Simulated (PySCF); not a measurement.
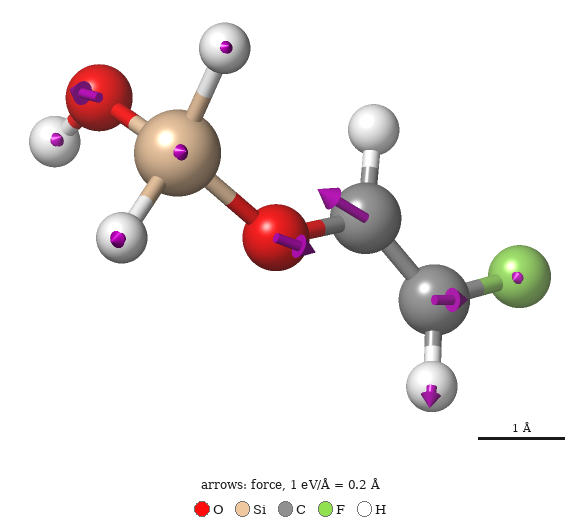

Starting geometry of C$_{2}$H$_{5}$FO$_{2}$Si with the computed forces as purple arrows. A ball-and-stick model, seen from a free direction.

The start comes from GFN2-xTB. Its atoms were then displaced at random by about 0.01 Å.

Computed with PBE0-D3(BJ)/def2-SVP geometry optimisation, gas phase (PySCF). 

### What follows when this structure is relaxed?

It isn't relaxed: the largest force vector, on a C atom, is 3.77 eV/Å. The final displacements have little in common with the starting forces (cosine between the two patterns 0.26). After 8 geometry steps the energy has fallen by 0.320 eV. The atom that moves furthest after the best rigid fit is an H atom (0.23 Å). By element the largest moves are H 0.23 Å, O 0.11 Å, F 0.08 Å, C 0.05 Å, Si 0.04 Å. Near-neighbour distances that change, for instance: O–Si 1.597 → 1.654 Å, O–Si 1.629 → 1.674 Å, H–Si 1.441 → 1.484 Å, C–O 1.390 → 1.353 Å. Bond angles that change, for instance: H–Si–H 121.0° → 114.0°, O–Si–H 96.2° → 103.1°, Si–O–H 124.4° → 117.6°. The run took 32 s on 1 thread of AMD EPYC 7B13 (shared host).
